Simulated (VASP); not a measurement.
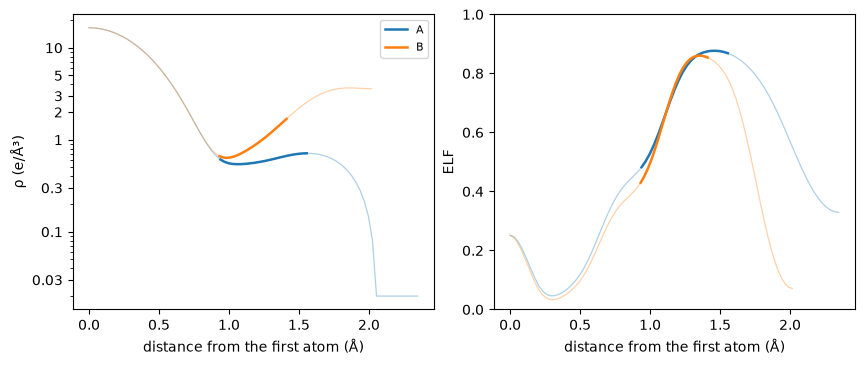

Figure 1: Ga₂AsN. Valence charge density (pseudo) and electron localisation function along straight lines between neighbouring atoms. Thin, pale parts lie inside the atomic spheres.

Space group P-4m2; a generated structure, not necessarily the stable one; changed on purpose from its base cell (epitaxial xy strain -4.6%); computed pressure about 10 GPa in this cell.

Method: Kohn-Sham DFT of a periodic cell, PBE, VASP PAW PBE potentials, recommended (VASP).

Core electrons are frozen (PAW), and the valence fields are smoothed inside the atomic spheres.

Which curve belongs to which contact (Ga–As and Ga–N)? The first atom named is at distance zero.

Answer. Curve A: Ga–As (2.35 Å): the density is about 0.56 e/Å³ at the midpoint; the ELF is about 0.75 at the midpoint. Curve B: Ga–N (2.02 Å): the density is about 0.64 e/Å³ at the midpoint; the ELF peaks at about 0.85 in the valence shell of N, 0.7 Å from its nucleus, and is about 0.50 at the midpoint.
